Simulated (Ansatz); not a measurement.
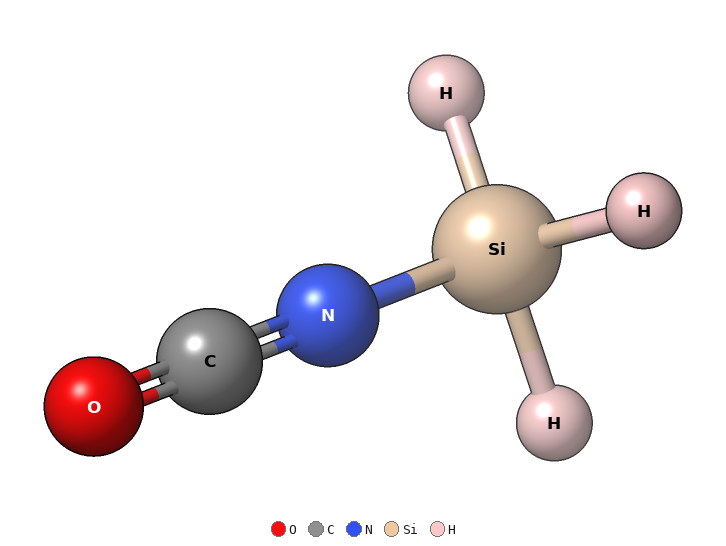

Simulated data, not a measurement (program: Ansatz).

Orthographic view. Atoms fade into the background with distance from the viewer. Geometry: moved along internal coordinates away from the minimum.

Give the standard InChI.

Answer. InChI=1S/CH3NOSi/c3-1-2-4/h4H3
